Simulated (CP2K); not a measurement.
# One shape, several levels: C2H4ClF (1-chloro-2-fluoroethane)

We compute a comparison of 4 runs (BLYP-D3(BJ)/DZVP-MOLOPT-SR-GTH, PBE/DZVP-MOLOPT-SR-GTH, PBE/6-311+G**, PBE/TZV2P-MOLOPT-PBE-GTH) of C2H4ClF (1-chloro-2-fluoroethane). 

Program for the calculation: CP2K 2026.2.

### Step 1. The structure to begin with

The species is C2H4ClF (8 atoms), meant as a singlet with charge 0. SMILES: `FCCCl`. The coordinates come from a PBE0-D4/def2-TZVP relaxation. This is one conformer, not always the lowest.

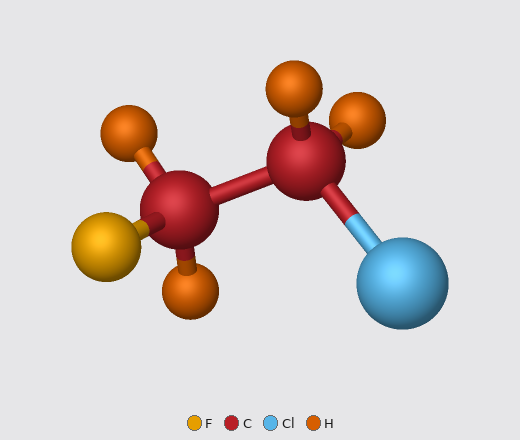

Viewed from a chosen angle; fluorine amber, carbon red, chlorine blue, hydrogen orange.

### Step 2. A single-point energy at BLYP-D3(BJ)/DZVP-MOLOPT-SR-GTH (core potential) (run 1)

Input file gas.inp:

```
&GLOBAL
  PROJECT gas
  RUN_TYPE ENERGY
  PRINT_LEVEL MEDIUM
&END GLOBAL
&FORCE_EVAL
  METHOD QS
  &DFT
    BASIS_SET_FILE_NAME BASIS_MOLOPT
    POTENTIAL_FILE_NAME GTH_POTENTIALS
    CHARGE 0
    MULTIPLICITY 1
    &QS
      METHOD GPW
      EPS_DEFAULT 1.0E-10
    &END QS
    &MGRID
      CUTOFF 400
      REL_CUTOFF 50
      NGRIDS 4
    &END MGRID
    &POISSON
      PERIODIC NONE
      POISSON_SOLVER WAVELET
    &END POISSON
    &SCF
      SCF_GUESS ATOMIC
      EPS_SCF 1.0E-06
      MAX_SCF 150
      ADDED_MOS 3
      &DIAGONALIZATION
        ALGORITHM STANDARD
      &END DIAGONALIZATION
      &MIXING
        METHOD DIRECT_P_MIXING
        ALPHA 0.4
      &END MIXING
    &END SCF
    &XC
      &XC_FUNCTIONAL BLYP
      &END XC_FUNCTIONAL
      &VDW_POTENTIAL
        POTENTIAL_TYPE PAIR_POTENTIAL
        &PAIR_POTENTIAL
          TYPE DFTD3(BJ)
          PARAMETER_FILE_NAME dftd3.dat
          REFERENCE_FUNCTIONAL BLYP
          R_CUTOFF 15
        &END PAIR_POTENTIAL
      &END VDW_POTENTIAL
    &END XC
    &PRINT
      &MOMENTS
        PERIODIC F
        REFERENCE COM
        MAX_MOMENT 1
      &END MOMENTS
      &MO ON
        ENERGIES T
        OCCUPATION_NUMBERS T
        NDIGITS 6
        &EACH
          QS_SCF 0
        &END EACH
        ADD_LAST NUMERIC
      &END MO
      &HIRSHFELD OFF
      &END HIRSHFELD
    &END PRINT
  &END DFT
  &SUBSYS
    &CELL
      ABC [angstrom] 12.9 12.9 12.9
      PERIODIC NONE
    &END CELL
    &COORD
      F     -1.336980     0.498150     1.030500
      C     -0.143560     0.671020     0.368890
      C      0.300450    -0.609920    -0.275720
      Cl    -0.759330    -1.087620    -1.620890
      H     -0.273910     1.462220    -0.374180
      H      0.609620     0.981160     1.102570
      H      0.296790    -1.425630     0.446820
      H      1.306920    -0.489380    -0.677980
    &END COORD
    &TOPOLOGY
      &CENTER_COORDINATES
      &END CENTER_COORDINATES
    &END TOPOLOGY
    &KIND F
      BASIS_SET DZVP-MOLOPT-SR-GTH-q7
      POTENTIAL GTH-BLYP-q7
    &END KIND
    &KIND C
      BASIS_SET DZVP-MOLOPT-SR-GTH-q4
      POTENTIAL GTH-BLYP-q4
    &END KIND
    &KIND Cl
      BASIS_SET DZVP-MOLOPT-SR-GTH-q7
      POTENTIAL GTH-BLYP-q7
    &END KIND
    &KIND H
      BASIS_SET DZVP-MOLOPT-SR-GTH-q1
      POTENTIAL GTH-BLYP-q1
    &END KIND
  &END SUBSYS
&END FORCE_EVAL
```

Started as:

```bash
$ OMP_NUM_THREADS=1 cp2k.psmp -i gas.inp > gas.out 2>&1
```

Log:

```text
CP2K| version string:                                       CP2K version 2026.2
[...]
 GLOBAL| Method name                                                        CP2K
[...]
 GLOBAL| Run type                                                         ENERGY
[...]
 DFT| Spin restricted Kohn-Sham (RKS) calculation                            RKS
 DFT| Multiplicity                                                             1
[...]
 DFT| Charge                                                                   0
[...]
 FUNCTIONAL| BECKE88:
 FUNCTIONAL| LYP:
[...]
 QS| Method:                                                                 GPW
[...]
 QS| Density cutoff [a.u.]:                                                200.0
[...]
 QS| Relative density cutoff [a.u.]:                                        25.0
[...]
                             - Atoms:                                          8
[...]
                             - Spherical basis functions:                     72
[...]
 Number of electrons:                                                         26
[...]
     1 P_Mix/Diag. 0.40E+00    3.2     0.91458255       -52.3209164505 -5.23E+01
[...]
    12 DIIS/Diag.  0.29E-05    2.5     0.00000086       -52.8887201528 -2.13E-10
  *** SCF run converged in    12 steps ***
[...]
  Overlap energy of the core charge distribution:               0.00000116552410
  Self energy of the core charge distribution:               -130.69772661227324
  Core Hamiltonian energy:                                     36.43278197739727
  Hartree energy:                                              53.81750136174161
  Exchange-correlation energy:                                -12.43054027197908
  Dispersion energy:                                           -0.01073777322311
  Total energy:                                               -52.88872015281244
[...]
                     Mulliken Population Analysis
 #  Atom  Element  Kind  Atomic population                           Net charge
       1     F        1          7.193803                             -0.193803
       2     C        2          3.955516                              0.044484
       3     C        2          4.140220                             -0.140220
       4     Cl       3          7.053405                             -0.053405
       5     H        4          0.919033                              0.080967
       6     H        4          0.917756                              0.082244
       7     H        4          0.909972                              0.090028
       8     H        4          0.910296                              0.089704
 # Total charge                             26.000000                  0.000000
[...]
  Dipole moment [Debye]
    X=  0.2413435E+01 Y=  0.6188542E+00 Z=  0.4143763E+00  Total=      2.5257384
 ENERGY| Total FORCE_EVAL ( QS ) energy [hartree]            -52.888720152812439
[...]
```

Run time: 33 s. Hardware: 1 thread of Arm Neoverse V2, shared host; peak memory 1.4 GiB.

### Step 3. The energy at PBE/DZVP-MOLOPT-SR-GTH (core potential) (run 2)

Input file molecule.inp:

```
&FORCE_EVAL
  METHOD QUICKSTEP
  &DFT
    BASIS_SET_FILE_NAME BASIS_MOLOPT
    POTENTIAL_FILE_NAME GTH_POTENTIALS
    ! Quickstep
    &QS
      METHOD GPW
      EPS_DEFAULT 1.0E-10
    &END QS
    &MGRID
      CUTOFF 400
      REL_CUTOFF 50
      NGRIDS 4
    &END MGRID
    &POISSON
      PERIODIC NONE
      POISSON_SOLVER WAVELET
    &END POISSON
    ! self-consistent field
    &SCF
      SCF_GUESS ATOMIC
      EPS_SCF 1.0E-06
      MAX_SCF 80
      ADDED_MOS 3
      &DIAGONALIZATION
        ALGORITHM STANDARD
      &END DIAGONALIZATION
      &MIXING
        METHOD DIRECT_P_MIXING
        ALPHA 0.4
      &END MIXING
    &END SCF
    ! functional
    &XC
      &XC_FUNCTIONAL PBE
      &END XC_FUNCTIONAL
    &END XC
    ! extra output
    &PRINT
      &MOMENTS
        PERIODIC F
        REFERENCE COM
        MAX_MOMENT 1
      &END MOMENTS
      &MO ON
        ENERGIES T
        OCCUPATION_NUMBERS T
        NDIGITS 6
        &EACH
          QS_SCF 0
        &END EACH
        ADD_LAST NUMERIC
      &END MO
      &HIRSHFELD OFF
      &END HIRSHFELD
    &END PRINT
  &END DFT
  &SUBSYS
    ! vacuum box
    &CELL
      ABC 12.9 12.9 12.9
      PERIODIC NONE
    &END CELL
    &COORD
      F      5.128050     6.929855     7.739660
      C      6.321470     7.102725     7.078050
      C      6.765480     5.821785     6.433440
      Cl     5.705700     5.344085     5.088270
      H      6.191120     7.893925     6.334980
      H      7.074650     7.412865     7.811730
      H      6.761820     5.006075     7.155980
      H      7.771950     5.942325     6.031180
    &END COORD
    &KIND F
      BASIS_SET DZVP-MOLOPT-SR-GTH-q7
      POTENTIAL GTH-PBE-q7
    &END KIND
    &KIND C
      BASIS_SET DZVP-MOLOPT-SR-GTH-q4
      POTENTIAL GTH-PBE-q4
    &END KIND
    &KIND Cl
      BASIS_SET DZVP-MOLOPT-SR-GTH-q7
      POTENTIAL GTH-PBE-q7
    &END KIND
    &KIND H
      BASIS_SET DZVP-MOLOPT-SR-GTH-q1
      POTENTIAL GTH-PBE-q1
    &END KIND
  &END SUBSYS
&END FORCE_EVAL

&GLOBAL
  PROJECT molecule
  RUN_TYPE ENERGY
  PRINT_LEVEL MEDIUM
&END GLOBAL
```

Started as:

```bash
$ OMP_NUM_THREADS=1 cp2k.psmp -i molecule.inp -o molecule.out
```

Log, cut to the lines that bear on the results:

```text
CP2K| version string:                                       CP2K version 2026.2
[...]
 GLOBAL| Method name                                                        CP2K
[...]
 GLOBAL| Run type                                                         ENERGY
[...]
 DFT| Spin restricted Kohn-Sham (RKS) calculation                            RKS
 DFT| Multiplicity                                                             1
[...]
 DFT| Charge                                                                   0
[...]
 FUNCTIONAL| PBE:
 QS| Method:                                                                 GPW
[...]
 QS| Density cutoff [a.u.]:                                                200.0
[...]
 QS| Relative density cutoff [a.u.]:                                        25.0
[...]
                             - Atoms:                                          8
[...]
                             - Spherical basis functions:                     72
[...]
 Number of electrons:                                                         26
[...]
     1 P_Mix/Diag. 0.40E+00    3.3     0.92647383       -52.4190837713 -5.24E+01
[...]
    12 DIIS/Diag.  0.24E-05    2.8     0.00000083       -52.9776921187 -8.19E-11
  *** SCF run converged in    12 steps ***
[...]
  Overlap energy of the core charge distribution:               0.00000119577626
  Self energy of the core charge distribution:               -130.33811220873676
  Core Hamiltonian energy:                                     36.31305674624672
  Hartree energy:                                              53.56669924284318
  Exchange-correlation energy:                                -12.51933709481447
  Total energy:                                               -52.97769211868506
[...]
                     Mulliken Population Analysis
 #  Atom  Element  Kind  Atomic population                           Net charge
       1     F        1          7.170544                             -0.170544
       2     C        2          4.005597                             -0.005597
       3     C        2          4.189469                             -0.189469
       4     Cl       3          7.034454                             -0.034454
[...]
  Dipole moment [Debye]
    X=  0.2376305E+01 Y=  0.6225828E+00 Z=  0.4411390E+00  Total=      2.4958041
 ENERGY| Total FORCE_EVAL ( QS ) energy [hartree]            -52.977692118685056
[...]
```

Wall time 36 s (1 thread of Arm Neoverse V2, shared host); peak memory 1.4 GiB.

Run 3 isn't shown in full; the table further down has it.

### Step 4. A single-point energy at PBE/TZV2P-MOLOPT-PBE-GTH (core potential) (run 4)

Input file qs.inp:

```
&GLOBAL
  PROJECT qs
  RUN_TYPE ENERGY
  PRINT_LEVEL MEDIUM
&END GLOBAL

&FORCE_EVAL
  METHOD Quickstep
  &DFT
    BASIS_SET_FILE_NAME BASIS_MOLOPT_UZH
    POTENTIAL_FILE_NAME POTENTIAL_UZH
    CHARGE 0
    MULTIPLICITY 1
    &QS
      METHOD GPW
      EPS_DEFAULT 1.0E-10
    &END QS
    ! plane-wave cutoff in Ry
    &MGRID
      CUTOFF 400
      REL_CUTOFF 50
      NGRIDS 4
    &END MGRID
    &POISSON
      PERIODIC NONE
      POISSON_SOLVER WAVELET
    &END POISSON
    &SCF
      SCF_GUESS ATOMIC
      EPS_SCF 1.0E-06
      MAX_SCF 150
      ADDED_MOS 10
      &DIAGONALIZATION
        ALGORITHM STANDARD
      &END DIAGONALIZATION
      &MIXING
        METHOD BROYDEN_MIXING
        ALPHA 0.2
        NBUFFER 8
      &END MIXING
    &END SCF
    ! functional
    &XC
      &XC_FUNCTIONAL PBE
      &END XC_FUNCTIONAL
    &END XC
    &PRINT
      &MOMENTS
        PERIODIC F
        REFERENCE COM
        MAX_MOMENT 1
      &END MOMENTS
      &MO ON
        ENERGIES T
        OCCUPATION_NUMBERS T
        NDIGITS 6
        &EACH
          QS_SCF 0
        &END EACH
        ADD_LAST NUMERIC
      &END MO
      &HIRSHFELD OFF
      &END HIRSHFELD
    &END PRINT
  &END DFT
  &SUBSYS
    &CELL
      ABC [angstrom] 12.9 12.9 12.9
      PERIODIC NONE
    &END CELL
    &COORD
      F      5.128050     6.929855     7.739660
      C      6.321470     7.102725     7.078050
      C      6.765480     5.821785     6.433440
      Cl     5.705700     5.344085     5.088270
      H      6.191120     7.893925     6.334980
      H      7.074650     7.412865     7.811730
      H      6.761820     5.006075     7.155980
      H      7.771950     5.942325     6.031180
    &END COORD
    &KIND F
      BASIS_SET TZV2P-MOLOPT-PBE-GTH-q7
      POTENTIAL GTH-PBE-q7
    &END KIND
    &KIND C
      BASIS_SET TZV2P-MOLOPT-PBE-GTH-q4
      POTENTIAL GTH-PBE-q4
    &END KIND
    &KIND Cl
      BASIS_SET TZV2P-MOLOPT-PBE-GTH-q7
      POTENTIAL GTH-PBE-q7
    &END KIND
    &KIND H
      BASIS_SET TZV2P-MOLOPT-PBE-GTH-q1
      POTENTIAL GTH-PBE-q1
    &END KIND
  &END SUBSYS
&END FORCE_EVAL
```

Started as:

```bash
$ OMP_NUM_THREADS=1 cp2k.psmp qs.inp > qs.out
```

Log, cut to the lines that bear on the results:

```text
CP2K| version string:                                       CP2K version 2026.2
[...]
 GLOBAL| Method name                                                        CP2K
[...]
 GLOBAL| Run type                                                         ENERGY
[...]
 DFT| Spin restricted Kohn-Sham (RKS) calculation                            RKS
 DFT| Multiplicity                                                             1
[...]
 DFT| Charge                                                                   0
[...]
 FUNCTIONAL| PBE:
 QS| Method:                                                                 GPW
[...]
 QS| Density cutoff [a.u.]:                                                200.0
[...]
 QS| Relative density cutoff [a.u.]:                                        25.0
[...]
                             - Atoms:                                          8
[...]
                             - Spherical basis functions:                    172
[...]
 Number of electrons:                                                         26
[...]
     1 NoMix/Diag. 0.20E+00    3.8     0.77852875       -52.7801689927 -5.28E+01
[...]
    30 Broy./Diag. 0.20E+00    3.4     0.00000082       -52.9788787098 -3.04E-06
  *** SCF run converged in    30 steps ***
[...]
  Overlap energy of the core charge distribution:               0.00000122821164
  Self energy of the core charge distribution:               -130.34360144209890
  Core Hamiltonian energy:                                     36.24584641950178
  Hartree energy:                                              53.62416166375874
  Exchange-correlation energy:                                -12.50528657920255
  Total energy:                                               -52.97887870982930
[...]
                     Mulliken Population Analysis
 #  Atom  Element  Kind  Atomic population                           Net charge
       1     F        1          7.313018                             -0.313018
       2     C        2          3.599562                              0.400438
       3     C        2          3.672365                              0.327635
       4     Cl       3          7.335187                             -0.335187
[...]
  Dipole moment [Debye]
    X=  0.2474090E+01 Y=  0.6468114E+00 Z=  0.5550645E+00  Total=      2.6167883
 ENERGY| Total FORCE_EVAL ( QS ) energy [hartree]            -52.978878709829296
[...]
```

It took 1.8 min on 1 thread of Arm Neoverse V2, shared host; peak memory 2.7 GiB.

### Step 5. All runs side by side

```csv
run,level,core potential,iteration cap,energy (Eh),dipole moment (D),HOMO energy (eV),LUMO energy (eV),wall time
1,BLYP-D3(BJ)/DZVP-MOLOPT-SR-GTH (core potential),GTH-BLYP,150,-52.888720,2.53,-6.84,-0.02,33 s
2,PBE/DZVP-MOLOPT-SR-GTH (core potential),GTH-PBE,80,-52.977692,2.50,-7.00,-0.19,36 s
3,PBE/6-311+G**,none,150,-638.330076,2.78,-7.24,-0.66,2.2 min
4,PBE/TZV2P-MOLOPT-PBE-GTH (core potential),GTH-PBE,150,-52.978879,2.62,-7.14,-0.41,1.8 min
```

### Step 6. What came out

```
            quantity         value
 run 4: total energy  -52.97888 Eh
run 4: dipole moment        2.62 D
  run 4: HOMO energy      -7.14 eV
  run 4: LUMO energy      -0.41 eV
run 4: HOMO–LUMO gap       6.73 eV
```

What this shows: The dipole moment (its size) runs from 2.50 D (PBE/DZVP-MOLOPT-SR-GTH) to 2.78 D (PBE/6-311+G**). The two ends differ in basis and core potential. The HOMO–LUMO gap runs from 6.58 eV (PBE/6-311+G**) to 6.83 eV (BLYP-D3(BJ)/DZVP-MOLOPT-SR-GTH). The two ends differ in method and basis and core potential. Totals of different functionals can't be ranked against each other. Some runs of one species differ in core potentials or relativity; totals across that change don't compare. All runs together took 5.1 min, the longest 2.2 min.
